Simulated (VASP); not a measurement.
## Adsorption sites of OH on Cu(111)

Where does OH sit on Cu(111), and how strongly does it bind?

Main program and level: VASP 6.6.1; PBE; plane waves and PAW (Cu), in the first sound run; inputs show where later runs differ.

## Step 1: The starting structure

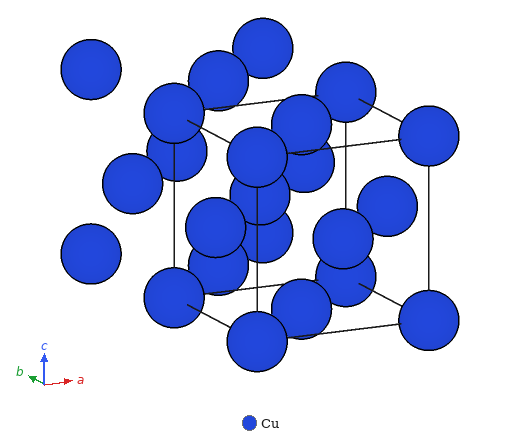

The starting structure, seen from a free direction (copper blue). 1×2×1 cells are drawn. This picture shows the conventional cell, with its axes. Some periodic images of atoms are drawn too.

Coordinates:

```cif
data_structure
_symmetry_space_group_name_H-M 'Fm-3m'
_symmetry_Int_Tables_number 225
_cell_length_a 3.6100
_cell_length_b 3.6100
_cell_length_c 3.6100
_cell_angle_alpha 90.000
_cell_angle_beta 90.000
_cell_angle_gamma 90.000
_cell_volume 47.05
loop_
_atom_site_label
_atom_site_type_symbol
_atom_site_symmetry_multiplicity
_atom_site_Wyckoff_symbol
_atom_site_fract_x
_atom_site_fract_y
_atom_site_fract_z
_atom_site_occupancy
Cu1 Cu 4 a 0.00000 0.00000 0.00000 1
```

## Step 2: The bulk reference, job relaxation, k-mesh 18×18×18

The bulk crystal is relaxed first, so that the slabs are cut at this functional's lattice.

The input, INCAR:

```
SYSTEM = Cu
PREC = Accurate
ENCUT = 570
EDIFF = 1E-06
NELM = 120
ISMEAR = 1
SIGMA = 0.15
LREAL = .FALSE.
ALGO = Normal
GGA = PE
NBANDS = 11
LASPH = .TRUE.
LORBIT = 11
LWAVE = .FALSE.
LCHARG = .FALSE.
KPAR = 4
IBRION = 2
NSW = 30
ISIF = 3
EDIFFG = -0.01
POTIM = 0.4
```

The input, POSCAR:

```
Cu
1.0
    0.0000000000      1.8050000000      1.8050000000
    1.8050000000      0.0000000000      1.8050000000
    1.8050000000      1.8050000000      0.0000000000
Cu
1
Direct
    0.0000000000      0.0000000000      0.0000000000
```

The input, KPOINTS:

```
Automatic mesh
0
Gamma
18 18 18
0 0 0
```

Potentials, in the order of the species: Cu (PBE family, release 64).

Command:

```
$ mpirun -np 4 vasp_std
```

Log:

```text
[banner, memory and clock lines left out]
running    4 mpi-ranks, on    1 nodes
 distrk:  each k-point on    1 cores,    4 groups
 distr:  one band on    1 cores,    1 groups

 POSCAR found type information on POSCAR Cu
 POSCAR found :  1 types and       1 ions
 LDA part: xc-table for (Slater+PW92), standard interpolation
 POSCAR, INCAR and KPOINTS ok, starting setup
 FFT: planning ... GRIDC
 FFT: planning ... GRID_SOFT
 FFT: planning ... GRID
 WAVECAR not read
 entering main loop
       N       E                     dE             d eps       ncg     rms          rms(c)
DAV:   1     0.431256204828E+02    0.43126E+02   -0.58656E+03  4611   0.180E+03
DAV:   2    -0.345461055471E+01   -0.46580E+02   -0.43342E+02  4371   0.209E+02
DAV:   3    -0.462267532205E+01   -0.11681E+01   -0.11605E+01  4904   0.408E+01
DAV:   4    -0.463052345636E+01   -0.78481E-02   -0.78469E-02  4827   0.297E+00
DAV:   5    -0.463060253794E+01   -0.79082E-04   -0.79082E-04  4866   0.299E-01    0.767E+00
DAV:   6    -0.410345069014E+01    0.52715E+00   -0.15057E+01  4964   0.793E+01    0.389E+00
DAV:   7    -0.373854014440E+01    0.36491E+00   -0.23699E+00  4959   0.313E+01    0.572E-01
DAV:   8    -0.372781090952E+01    0.10729E-01   -0.50099E-03  4796   0.117E+00    0.313E-01
DAV:   9    -0.372610441196E+01    0.17065E-02   -0.11078E-02  5084   0.198E+00    0.337E-02
DAV:  10    -0.372610303843E+01    0.13735E-05   -0.63181E-05  6320   0.147E-01    0.668E-03
DAV:  11    -0.372610236629E+01    0.67214E-06   -0.37222E-07  3195   0.889E-03
   1 F= -.37261024E+01 E0= -.37261406E+01  d E =-.372610E+01
 curvature:   0.00 expect dE= 0.000E+00 dE for cont linesearch  0.000E+00
 trial: gam= 0.00000 g(F)=  0.450E-62 g(S)=  0.631E-02 ort = 0.000E+00 (trialstep = 0.100E+01)
 search vector abs. value=  0.631E-02
 bond charge predicted
       N       E                     dE             d eps       ncg     rms          rms(c)
DAV:   1    -0.389897789670E+01   -0.17287E+00   -0.29772E+00  5004   0.403E+01    0.334E+00
DAV:   2    -0.378189622903E+01    0.11708E+00   -0.22042E+00  4926   0.292E+01    0.131E+00
DAV:   3    -0.373349170024E+01    0.48405E-01   -0.36452E-01  4925   0.123E+01    0.526E-01
DAV:   4    -0.372849364035E+01    0.49981E-02   -0.12294E-02  6312   0.154E+00    0.741E-02
DAV:   5    -0.372841491831E+01    0.78722E-04   -0.53107E-04  4950   0.464E-01    0.170E-02
DAV:   6    -0.372841367091E+01    0.12474E-05   -0.97856E-06  5290   0.478E-02    0.229E-03
DAV:   7    -0.372841402003E+01   -0.34912E-06   -0.37302E-07  2471   0.110E-02
   2 F= -.37284140E+01 E0= -.37284783E+01  d E =-.231165E-02
 trial-energy change:   -0.002312  1 .order   -0.002430   -0.006308    0.001448
 step:   0.7986(harm=  0.8133)  dis= 0.00000  next Energy=    -3.728561 (dE=-0.246E-02)
 bond charge predicted
       N       E                     dE             d eps       ncg     rms          rms(c)
DAV:   1    -0.373570426000E+01   -0.72906E-02   -0.11974E-01  5007   0.779E+00    0.706E-01
DAV:   2    -0.373130470134E+01    0.43996E-02   -0.10531E-01  4917   0.638E+00    0.307E-01
DAV:   3    -0.372874359273E+01    0.25611E-02   -0.17618E-02  4905   0.268E+00    0.967E-02
DAV:   4    -0.372855938049E+01    0.18421E-03   -0.20402E-04  5239   0.143E-01    0.184E-03
DAV:   5    -0.372855907427E+01    0.30623E-06   -0.24424E-06  3712   0.252E-02
   3 F= -.37285591E+01 E0= -.37286183E+01  d E =-.245671E-02
 curvature:  -0.40 expect dE=-0.241E-08 dE for cont linesearch -0.241E-08
 trial: gam= 0.00000 g(F)=  0.117E-64 g(S)=  0.595E-08 ort =-0.613E-05 (trialstep = 0.960E+00)
 search vector abs. value=  0.605E-08
 reached required accuracy - stopping structural energy minimisation
```

It took 7.4 s on 4 MPI ranks of Intel Xeon 6975P-C (Granite Rapids), shared host; peak memory 0.58 GiB.

The logs omit lines about the potential files and the build; timing stands in the text.

OUTCAR, selected parts (step 2):

```text
ion  position               nearest neighbor table
   1  0.000  0.000  0.000-

  LATTYP: Found a face centered cubic cell.
 ALAT       =     3.6100000000

 Subroutine GETGRP returns: Found 48 space group operations
 (whereof 48 operations were pure point group operations)

The static configuration has the point symmetry O_h .

 Found    195 irreducible k-points:

   k-points           NKPTS =    195   k-points in BZ     NKDIM =    195   number of bands    NBANDS=     11

   dimension x,y,z NGX =    20 NGY =   20 NGZ =   20
   dimension x,y,z NGXF=    40 NGYF=   40 NGZF=   40

   ENCUT  =  570.0 eV  41.89 Ry    6.47 a.u.   4.97  4.97  4.97*2*pi/ulx,y,z

   NELECT =      11.0000    total number of electrons

 k-points in reciprocal lattice and weights: Automatic mesh
   0.00000000  0.00000000  0.00000000       0.000
   0.05555556  0.00000000  0.00000000       0.001
   0.11111111  0.00000000  0.00000000       0.001
   0.16666667  0.00000000  0.00000000       0.001
   0.22222222  0.00000000  0.00000000       0.001
   0.27777778  0.00000000  0.00000000       0.001
   0.33333333  0.00000000  0.00000000       0.001
   0.38888889  0.00000000  0.00000000       0.001
   0.44444444  0.00000000  0.00000000       0.001
[...]
-0.27777778  0.44444444  0.22222222       0.004
  -0.27777778  0.50000000  0.22222222       0.002

 average (electrostatic) potential at core
       1 -63.8667

 E-fermi :   7.3470

 k-point     1 :       0.0000    0.0000    0.0000
  band No.  band energies     occupation
    ...
      2       4.4043      2.00000
      3       4.4043      2.00000
      4       4.4043      2.00000
      5       5.2047      2.00000
      6       5.2047      2.00000
      7      29.8272      0.00000
      8      32.3379      0.00000
      9      32.3379      0.00000
     10      32.3379      0.00000
     11      34.8181      0.00000

 k-point     2 :       0.0556    0.0000    0.0000
  band No.  band energies     occupation
    ...
      2       4.3811      2.00000
      3       4.4252      2.00000
      4       4.4252      2.00000
      5       5.1965      2.00000
      6       5.1965      2.00000
      7      29.1570      0.00000
      8      31.0115      0.00000
      9      31.9737      0.00000
     10      31.9737      0.00000
     11      35.3422      0.00000

 k-point     3 :       0.1111    0.0000    0.0000
  band No.  band energies     occupation
    ...
      2       4.3179      2.00000
      3       4.4793      2.00000
      4       4.4793      2.00000
      5       5.1796      2.00000
      6       5.1796      2.00000
      7      26.7018      0.00000
      8      30.4740      0.00000
      9      31.3076      0.00000
     10      31.3076      0.00000
     11      36.4380      0.00000

  Total       -0.0002268     -0.0002268     -0.0002268     -0.0000000     -0.0000000     -0.0000000
  in kB       -0.0302329     -0.0302329     -0.0302329     -0.0000000     -0.0000000     -0.0000000
  external PRESSURE =      -0.0302329 kB  Pullay stress =       0.0000000 kB

  energy-cutoff  :      570.00
  volume of cell :       12.02
      direct lattice vectors                 reciprocal lattice vectors
    -0.000000000  1.817985314  1.817985314    -0.275029724  0.275029724  0.275029724
     1.817985314  0.000000000  1.817985314     0.275029724 -0.275029724  0.275029724
     1.817985314  1.817985314 -0.000000000     0.275029724  0.275029724 -0.275029724

 POSITION                                       TOTAL-FORCE (eV/Angst)
 -----------------------------------------------------------------------------------
     -0.00000      0.00000      0.00000         0.000000      0.000000     -0.000000
 -----------------------------------------------------------------------------------
    total drift:                                0.000000      0.000000      0.000000

  FREE ENERGIE OF THE ION-ELECTRON SYSTEM (eV)
  ---------------------------------------------------
  free  energy   TOTEN  =        -3.7285590743 eV

  energy  without entropy=       -3.7287368632  energy(sigma->0) =       -3.72861834

 reached required accuracy - stopping structural energy minimisation

 total charge
# of ion       s       p       d       tot
------------------------------------------
    1        0.442   0.368   9.173   9.984

[... 3 further parts left out ...]
```

CONTCAR:

```
Cu
   1.00000000000000
    -0.0000000000000000    1.8179853143377418    1.8179853143377418
     1.8179853143377418    0.0000000000000000    1.8179853143377418
     1.8179853143377418    1.8179853143377418   -0.0000000000000000
  Cu
     1
Direct
     0.0000000000000000    0.0000000000000000    0.0000000000000000
```

This run has no spin polarisation. Its electron count is odd, so without a moment it is a metal by construction. The run keeps the 48 symmetry operations of its start, so it cannot find a distortion of lower symmetry.

Relaxation path:

| step | energy less that of the first step (eV) | largest force (eV/Å) | pressure (GPa) | volume (Å³) |
| --- | --- | --- | --- | --- |
| 1 | 0.0000 | 0.0000 | 3.18 | 11.76 |
| 2 | -0.0023 | 0.0000 | -0.71 | 12.08 |
| 3 | -0.0025 | 0.0000 | 0.00 | 12.02 |

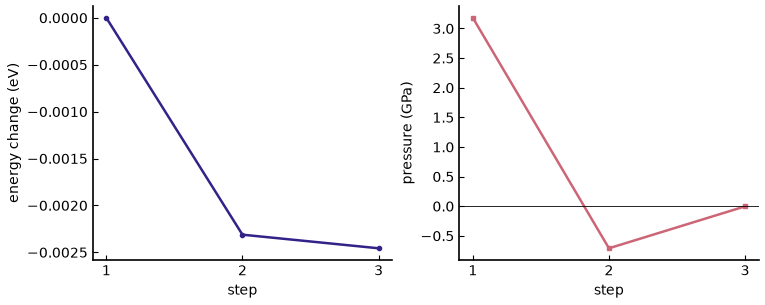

Energy and pressure along the relaxation.

```csv
"conventional cell, symmetrised",before,after,change
a (Å),3.610,3.636,+0.7 %
b (Å),3.610,3.636,+0.7 %
c (Å),3.610,3.636,+0.7 %
volume (Å³/atom),11.76,12.02,+2.2 %
```

The relaxed structure:

```xyz
1
Lattice="0.0000 1.8180 1.8180 1.8180 0.0000 1.8180 1.8180 1.8180 0.0000" Properties=species:S:1:pos:R:3 pbc="T T T"
Cu    0.0000    0.0000    0.0000
```

Numbers from this step:

```
electronic cycles       : 23
electrons               : 11
free energy (TOTEN)     : -3.729 eV
energy at zero smearing : -3.729 eV
Fermi energy            : 7.347 eV
metallic                : yes
```

The run ended after 3 ionic steps, 0.002 eV below its first step, once forces and stress met EDIFFG = -0.01.

Energy at zero smearing: -3.72862 eV.

## Step 3: The bulk reference, job self-consistent run, k-mesh 22×22×22

The input, INCAR:

```
SYSTEM = Cu
PREC = Normal
ENCUT = 440
EDIFF = 1E-06
NELM = 120
ISMEAR = 1
SIGMA = 0.15
LREAL = .FALSE.
ALGO = Fast
GGA = PE
NBANDS = 11
LASPH = .TRUE.
LORBIT = 11
LWAVE = .FALSE.
LCHARG = .FALSE.
KPAR = 4
```

The input, POSCAR:

```
Cu
1.0
    0.0000000000      1.8179853143      1.8179853143
    1.8179853143      0.0000000000      1.8179853143
    1.8179853143      1.8179853143      0.0000000000
Cu
1
Direct
    0.0000000000      0.0000000000      0.0000000000
```

The input, KPOINTS:

```
Automatic mesh
0
Gamma
22 22 22
0 0 0
```

Command:

```
$ mpirun -np 4 vasp_std
```

Log:

```text
[... set-up lines as in an earlier step ...]
 entering main loop
       N       E                     dE             d eps       ncg     rms          rms(c)
DAV:   1     0.381503560554E+02    0.38150E+02   -0.49739E+03  7858   0.147E+03
DAV:   2    -0.367711744202E+01   -0.41827E+02   -0.38827E+02  7333   0.190E+02
DAV:   3    -0.461620736923E+01   -0.93909E+00   -0.93113E+00  8301   0.358E+01
DAV:   4    -0.462225572407E+01   -0.60484E-02   -0.60475E-02  8033   0.249E+00
[...]
RMM:  11    -0.372830609819E+01   -0.93909E-05   -0.72979E-05  9602   0.115E-01    0.156E-02
RMM:  12    -0.372830649693E+01   -0.39874E-06   -0.18298E-05  9520   0.648E-02    0.414E-03
RMM:  13    -0.372830692019E+01   -0.42326E-06   -0.39243E-06  6964   0.212E-02
   1 F= -.37283069E+01 E0= -.37283665E+01  d E =0.178623E-03
```

The job ended after 2.8 s (4 MPI ranks; peak memory 0.51 GiB).

OUTCAR, selected parts (step 3):

```text
  Total       -0.0524441     -0.0524441     -0.0524441     -0.0000000     -0.0000000     -0.0000000
  in kB       -6.9920820     -6.9920820     -6.9920820     -0.0000000     -0.0000000     -0.0000000
  external PRESSURE =      -6.9920820 kB  Pullay stress =       0.0000000 kB

 POSITION                                       TOTAL-FORCE (eV/Angst)
 -----------------------------------------------------------------------------------
      0.00000      0.00000      0.00000         0.000000      0.000000      0.000000
 -----------------------------------------------------------------------------------
    total drift:                               -0.000000     -0.000000     -0.000000

  FREE ENERGIE OF THE ION-ELECTRON SYSTEM (eV)
  ---------------------------------------------------
  free  energy   TOTEN  =        -3.7283069202 eV

  energy  without entropy=       -3.7284855432  energy(sigma->0) =       -3.72836646

[... 3 further parts left out ...]
[key lines of the parts left out:]
E-fermi :   7.3580
```

Numbers from this step:

- electronic cycles: 13
- free energy (TOTEN): -3.728 eV
- energy at zero smearing: -3.728 eV
- Fermi energy: 7.358 eV

Energy at zero smearing: -3.72837 eV.

The run ends at a pressure of -0.70 GPa.

[end of part 1 of 8]

[Lines on the potential files, build, host, timing and source positions are cut from VASP's logs without a mark.]

[Logs are printed without paths, hosts, clocks, repeated set-up lines and the standing remarks that a program may print on its own settings, such as how far it seeks lower states.]

[Hosts, paths, dates, database ids (printed as entryN), source tags and the programs' standing remarks are cut or masked in the printed files.]

[Runs that stopped without an error message from VASP are left out.]

[In band tables of VASP the shares of atoms and orbitals are scaled to a sum of 1 inside the atoms' spheres.]
